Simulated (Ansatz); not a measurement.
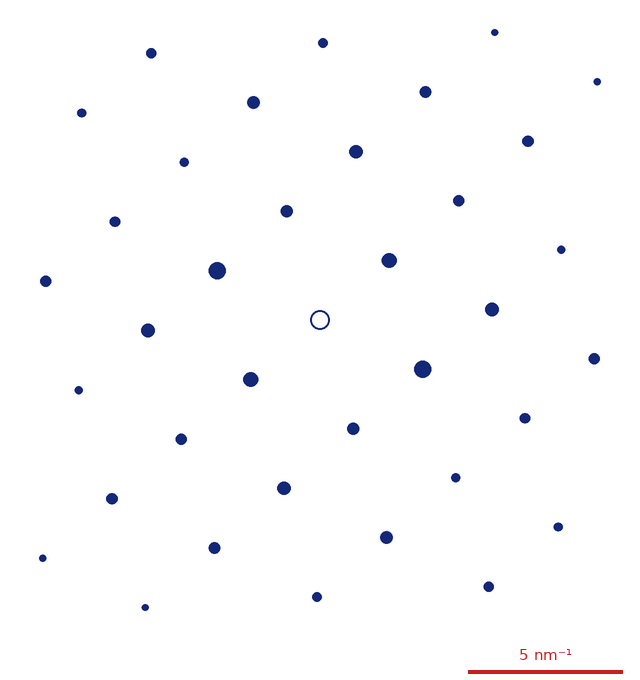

Simulated selected-area electron diffraction pattern (80 kV, kinematic approximation, thin crystal, B = 0.5 Å² for all atoms).

Read the repeat vectors of the pattern off the scale bar.

Answer. The spots form a centred rectangular net whose two shortest vectors correspond to d = 3.36 Å and 2.70 Å, 66.3° apart.

What is the point symmetry of the pattern, intensities included?

Answer. 2. A zero-layer kinematic pattern is always centrosymmetric (Friedel's law).

What was simulated?

Answer. This cannot be fixed from one zone alone; the pattern is [101] of SmF2, space group P-3m1 (No. 164), a = 3.876 Å, c = 4.542 Å (hexagonal axes). The net vectors are 0 1 0 and 1 0 -1. Structure: the input geometry of an electronic-structure calculation (not necessarily at equilibrium); the starting structure was generated, so it need not be a known form of this composition.
